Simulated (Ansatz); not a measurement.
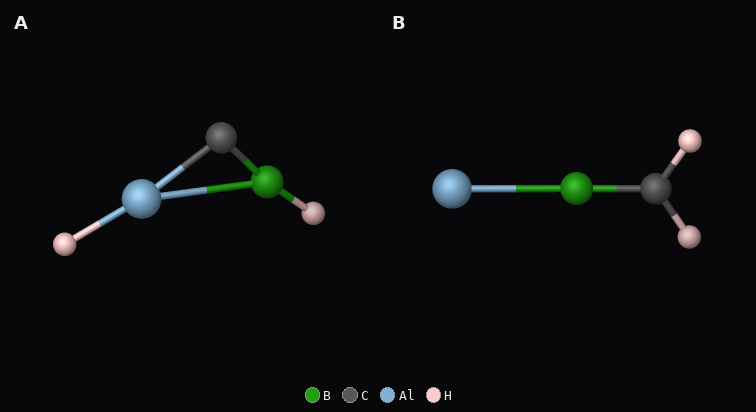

2 stationary structures of one formula. Geometries: PBE-D4/def2-SVP. Electronic energies: PBE-D4/def2-SVP (Ansatz 0.2.0), without zero-point energy. No frequency run is at hand to confirm each as a minimum.

Rank them by energy, lowest first.

Answer. A is lowest (Cs); B lies 0.117 eV above it.
